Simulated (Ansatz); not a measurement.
## Pressure series in ZnO

Take ZnO in the wurtzite structure (space group P6_3mc, No. 186; a = 3.279 Å, c = 5.294 Å) as the base.

Cell and atoms are relaxed at each pressure.

Method: Ansatz (a program for electronic structure), PBE, PAW, cutoff 420 eV, spin-orbit coupling left out.

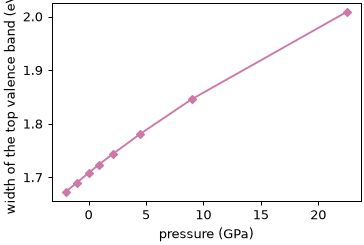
Fig. 1. Width of the top valence band against pressure

Task: From the plot, what is the width of the top valence band for pressure 0.9 GPa?

Result: About 1.72 eV.

Task: Is the trend monotonic over the range shown?

Result: Yes, it rises throughout, spanning 1.67 eV to 2.01 eV.

The levels and masses belong to the bands next to the band gap. Load acts through the strain it causes; cell and atoms are relaxed under it. Whether these cells are dynamically stable was not tested. Measured, ZnO leaves this structure (for rock salt) near 9.1 GPa (temperature not stated; as listed in Datta, Sujoy, Jana, Debnarayan, arXiv (2020)), on rising pressure, with hysteresis.
